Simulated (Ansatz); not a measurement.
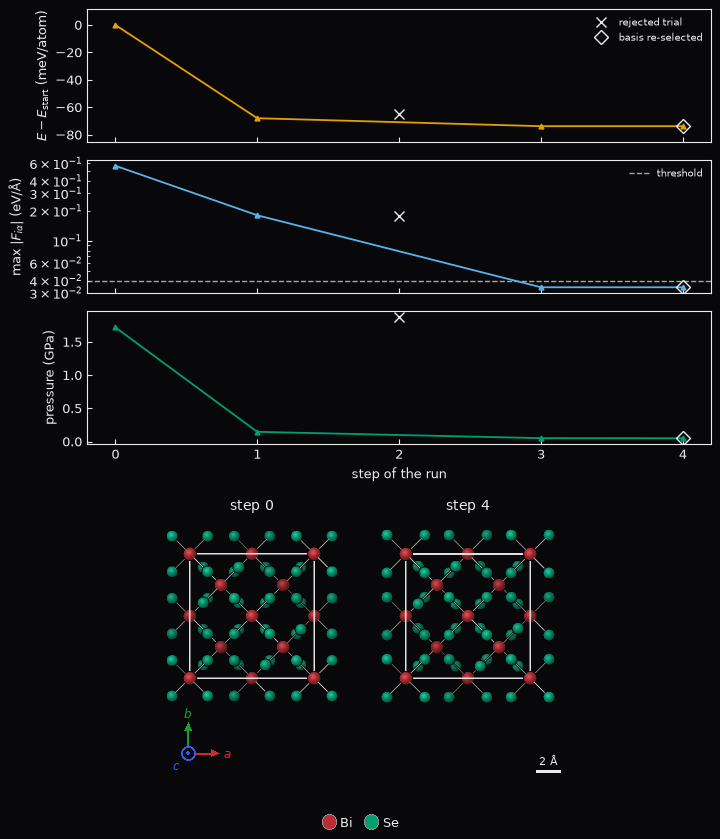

First and last geometry of a relaxation of solid BiSe4 (a generated structure, set up in Fd-3m) (coarse preliminary run), with the history of the run. The picture is a ball-and-stick view of the conventional cell (4 times the calculation's cell), seen along the c axis. Lengths and directions refer to the drawn axes.

The calculation used Ansatz, DFT PBE, scalar-relativistic, plane waves, PAW. Settings: plane-wave cutoff 420 eV; k-point mesh 4 × 4 × 4; occupations gaussian; smearing width 0.1 eV; no spin polarisation; cell and atoms relaxed; force threshold 0.04 eV/Å; at most 70 steps.

### Read the history and describe the run.

It converged. The largest moves relative to the cell, 0.17 Å, are those of Se atoms. Bi stays in place. The drawn cell changes as follows: a = b = c 10.461 → 10.450 Å (−0.1 %); the volume changes by −0.3 %. Among the contacts that change: Bi–Se 2.590 → 2.755 Å. The space group stays Fd-3m (No. 227). Over 2 accepted moves (4 points after the start) the energy falls by 73.7 meV per atom. Largest force component: 0.57 eV/Å at the start, 0.034 eV/Å at the end. Pressure: 1.72 GPa at the start and 0.05 GPa at the end. The line search rejected the trial step at point 2 of the run. The SCF was repeated once at an unchanged geometry on a basis and grid sized afresh for the cell, which shifted the energy by less than 0.05 meV per atom at most. The run took 2.2 min on 1 thread of Intel(R) Xeon(R) Processor @ 2.50GHz (Skylake/Cascade Lake) (shared host), peak memory 0.65 GiB.

```json
{"step": "0", "E − E(0), meV/atom": "0.00", "largest force component, eV/Å": "0.5681", "pressure, GPa": "1.72", "volume, Å³/atom": "28.616", "note": ""}
{"step": "1", "E − E(0), meV/atom": "-67.95", "largest force component, eV/Å": "0.1809", "pressure, GPa": "0.15", "volume, Å³/atom": "28.500", "note": ""}
{"step": "2", "E − E(0), meV/atom": "-65.02", "largest force component, eV/Å": "0.1774", "pressure, GPa": "1.88", "volume, Å³/atom": "27.568", "note": "rejected"}
{"step": "3", "E − E(0), meV/atom": "-73.76", "largest force component, eV/Å": "0.0342", "pressure, GPa": "0.05", "volume, Å³/atom": "28.530", "note": ""}
{"step": "4", "E − E(0), meV/atom": "-73.75", "largest force component, eV/Å": "0.0342", "pressure, GPa": "0.05", "volume, Å³/atom": "28.530", "note": "same geometry, new basis"}
```

Limits of the set-up: layers or molecules are held without a dispersion correction, so their spacing is unreliable.
